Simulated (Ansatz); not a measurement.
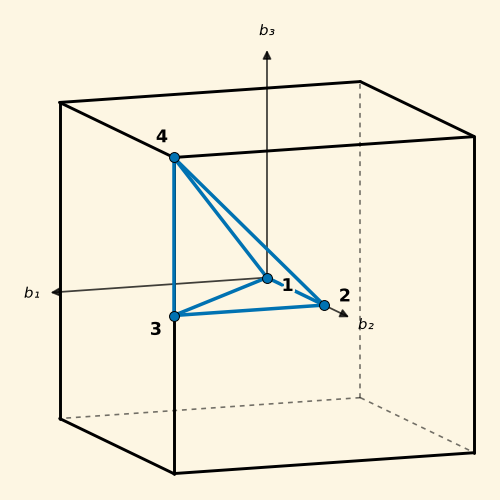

The first Brillouin zone of a simple cubic lattice (cP; extended symbol cP2) is drawn with its special points numbered. Crystal: LiPbF3, coordinates from a relaxation with Ansatz, DFT PBE, scalar-relativistic, plane waves, PAW; the starting structure was generated, so it need not be a known form of this composition. Geometry calculated from the standardised cell; symmetry tolerance 0.002 Å.

a = 3.931 Å, b = 3.931 Å, c = 3.931 Å, α = 90.00°, β = 90.00°, γ = 90.00°.

Labels and path follow the convention of Hinuma et al. (2017), as computed by seekpath; the arrows show the directions of the reciprocal primitive vectors b₁, b₂, b₃, in which coordinates are given.

> Give the label and coordinates of each numbered point.

| no. | label | coordinates |
| --- | --- | --- |
| 1 | Γ | (0, 0, 0) |
| 2 | X | (0, 1/2, 0) |
| 3 | M | (1/2, 1/2, 0) |
| 4 | R | (1/2, 1/2, 1/2) |
